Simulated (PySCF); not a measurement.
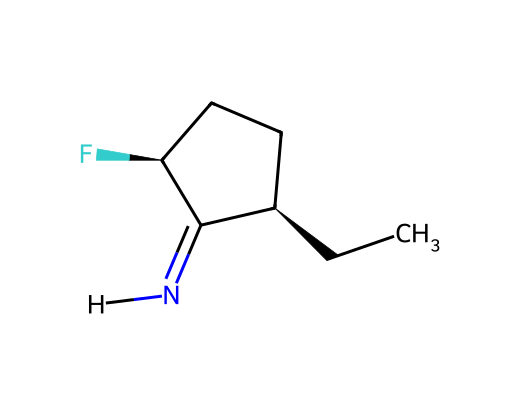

Skeletal drawing of a molecule.

> Give its SMILES.

[H]/N=C1/[C@H](CC)CC[C@@H]1F

> What is the molecular formula?

C7H12FN.

> An optimisation with GFN2-xTB gave a structure of which point group?

C1.

The parts below concern this one geometry. Atoms keep their numbers from picture to picture. The geometry was computed by an optimisation with GFN2-xTB. No frequency run is at hand to confirm it as a minimum.

## Geometry

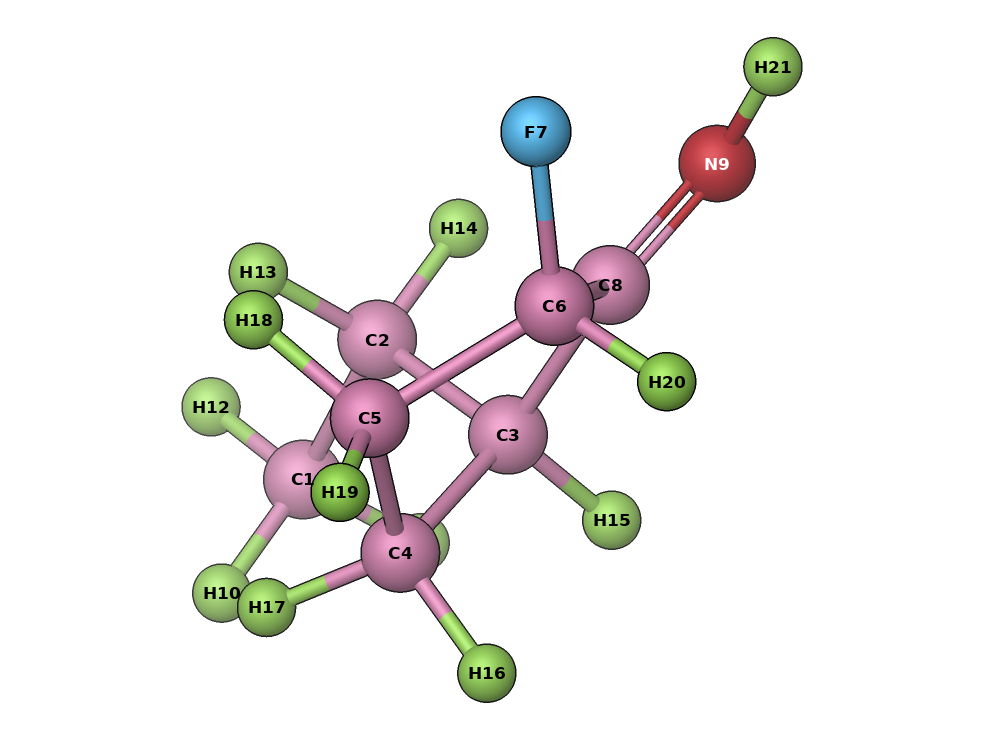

C8 lies behind C6. The molecule seen a little off the C6–C8 bond, C6 in front. Depth is shown by fading: the farther an atom, the more it takes the colour of the background. No frequency run is at hand to confirm it as a minimum.

> What is the torsion angle F7–C6–C8–N9? The sign is positive where the front bond must turn clockwise to cover the back bond.

36°, synclinal (gauche).

## Ring current

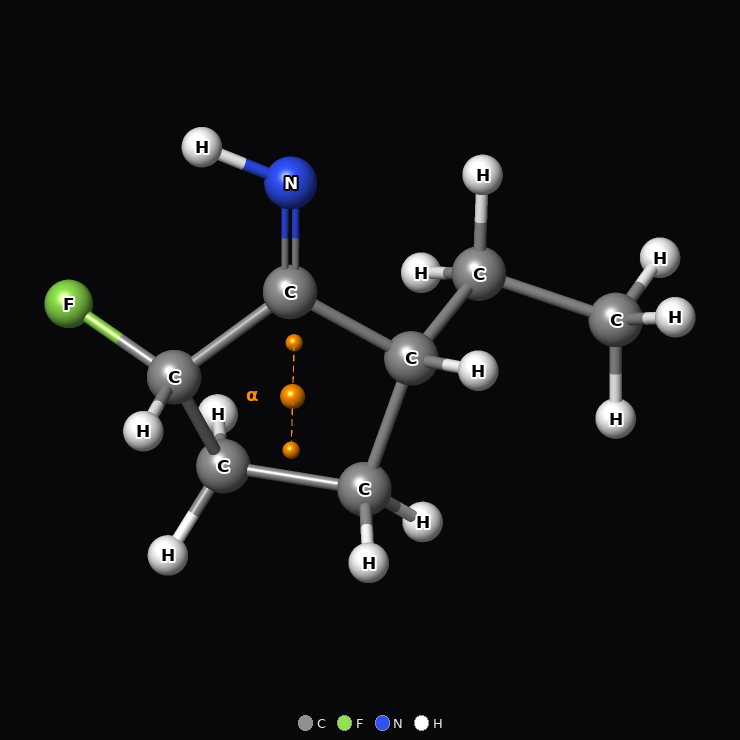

The small points mark where nucleus-independent chemical shifts (NICS) were computed: at the centre of each lettered ring and 1 Å above and below it. No frequency run is at hand to confirm it as a minimum. Method: GIAO PBE0/pcSseg-1 NMR shielding, non-relativistic, gas phase (PySCF 2.14.0).

Give NICS(0), NICS(1) and the out-of-plane component NICS(1)zz for each ring (means of the two sides).

```json
{"ring": "α", "members": "C5", "NICS(0)": "−2.0", "NICS(1)": "−3.2", "NICS(1)zz": "−1.8"}
```

Values in ppm.

> What do the values say about the ring currents?

Ring α: weak, as in a non-aromatic ring. NICS is one index among several.

## Quadrupole coupling

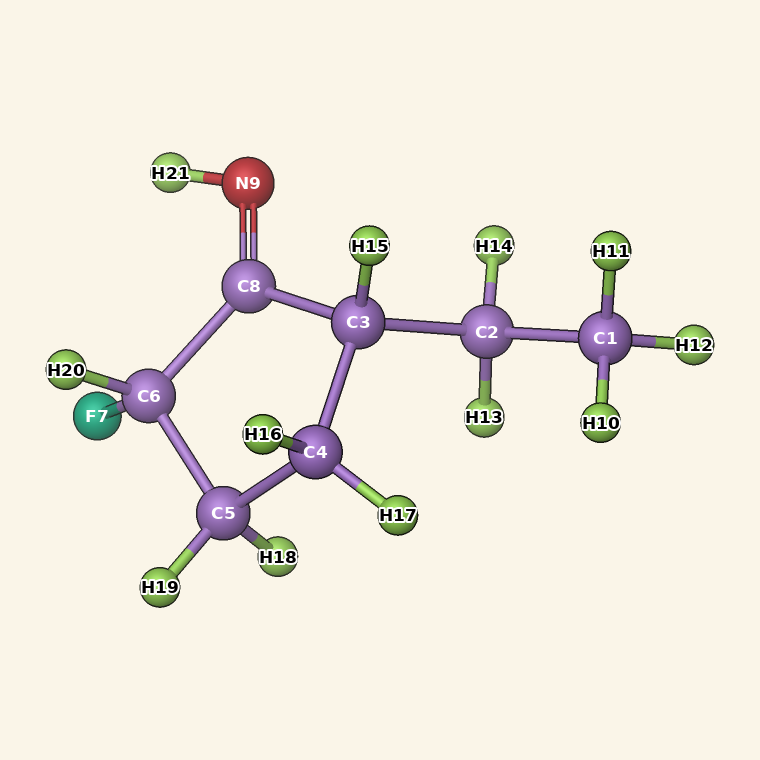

No frequency run is at hand to confirm it as a minimum. Electric field gradients from the ground-state density, PBE0/pcSseg-1 (PySCF 2.14.0), non-relativistic apart from any core potentials.

Give the largest field-gradient component, the quadrupole coupling constant and the asymmetry for 14N at N9 (Q = 20.44 mb), 2H at H10 (Q = 2.86 mb), 2H at H11 (Q = 2.86 mb), 2H at H12 (Q = 2.86 mb), 2H at H13 (Q = 2.86 mb).

```csv
atom,V_zz (a.u.),e²qQ/h (MHz),η
N9,−0.965,−4.63,0.36
H10,0.316,0.212,0.02
H11,0.315,0.212,0.02
H12,0.317,0.213,0.01
H13,0.305,0.205,0.04
```

## NMR shielding

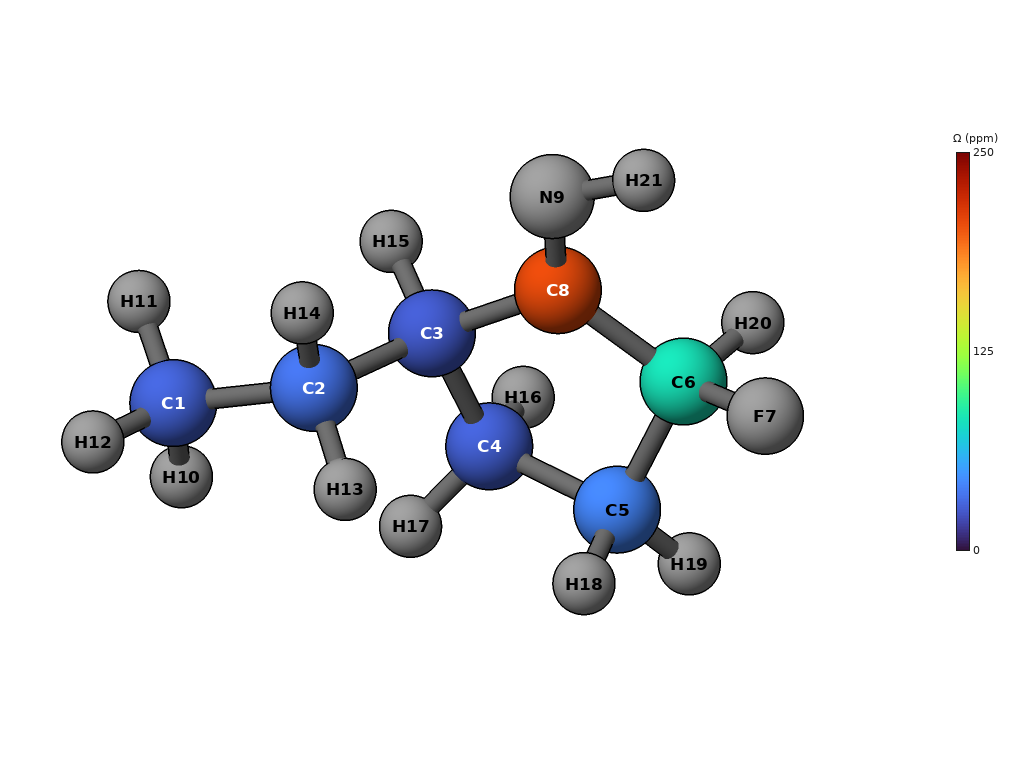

The C atoms are coloured by the span of their shielding tensor. No frequency run is at hand to confirm it as a minimum. Level of theory: GIAO PBE0/pcSseg-1 NMR shielding, non-relativistic, gas phase (PySCF 2.14.0). Principal shieldings σ11 ≤ σ22 ≤ σ33, span Ω = σ33 − σ11, skew κ = 3(σiso − σ22)/Ω.

> Which C atom has the most anisotropic shielding?

C8, with a span of 205 ppm.

Give the shielding tensors of the C atoms.

| atom | σ11 | σ22 | σ33 | σiso | Ω | κ |
| --- | --- | --- | --- | --- | --- | --- |
| C1 | 157.5 | 168.4 | 187.6 | 171.2 | 30.1 | 0.28 |
| C2 | 133.8 | 157.2 | 169.9 | 153.6 | 36.1 | −0.30 |
| C3 | 129.2 | 132.7 | 155.9 | 139.2 | 26.7 | 0.74 |
| C4 | 150.8 | 159.4 | 179.3 | 163.2 | 28.6 | 0.40 |
| C5 | 131.7 | 157.9 | 174.2 | 154.6 | 42.5 | −0.24 |
| C6 | 51.1 | 86.3 | 133.5 | 90.3 | 82.4 | 0.15 |
| C8 | −106.3 | −8.1 | 99.1 | −5.1 | 205.4 | 0.04 |

Shieldings and span in ppm.
